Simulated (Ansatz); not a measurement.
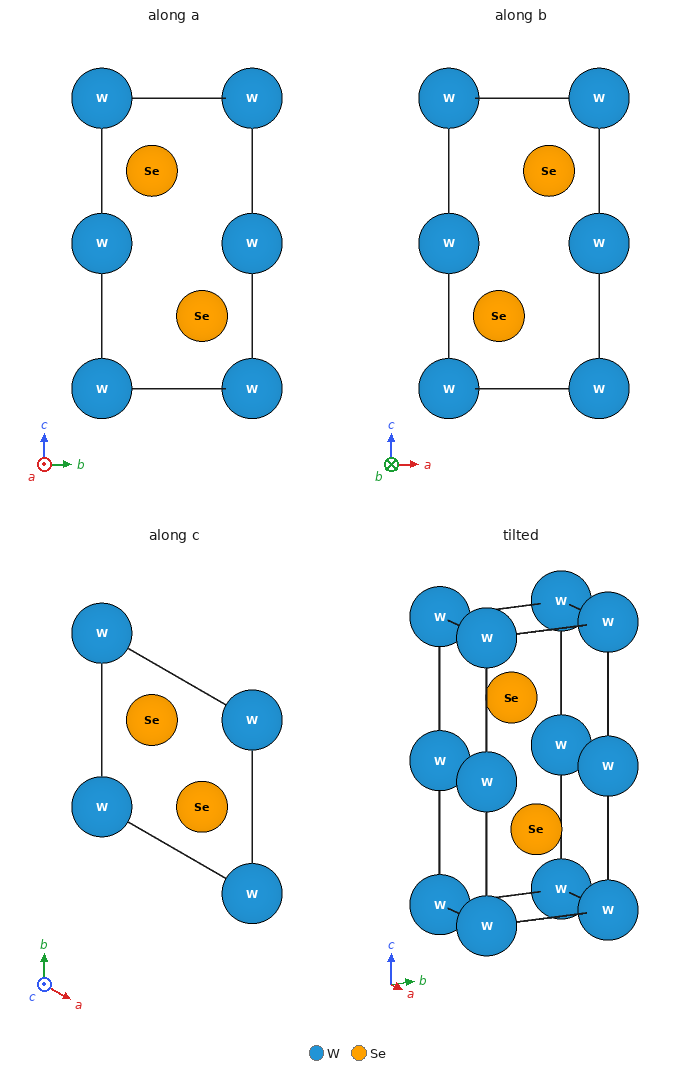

Structure drawing (spheres-only), viewed along the a axis, along the b axis, along the c axis and slightly off an axis. The outline marks the conventional unit cell.

Lattice parameters: a = 4.037 Å, b = 4.037 Å, c = 6.753 Å, α = 90.00°, β = 90.00°, γ = 120.00°.

**Convert the drawing into a table of Wyckoff sites.**

Space group P6_3/mmc (No. 194).
```
atom  site       x       y       z
   W    2a  0.0000  0.0000  0.0000
  Se    2c  0.3333  0.6667  0.2500
```

Provenance: a structure type filled with these elements by a generator (whether the compound takes this form wasn't checked). The geometry was optimised with DFT r2SCAN+U, scalar-relativistic, plane waves, PAW in Ansatz 0.2.0.
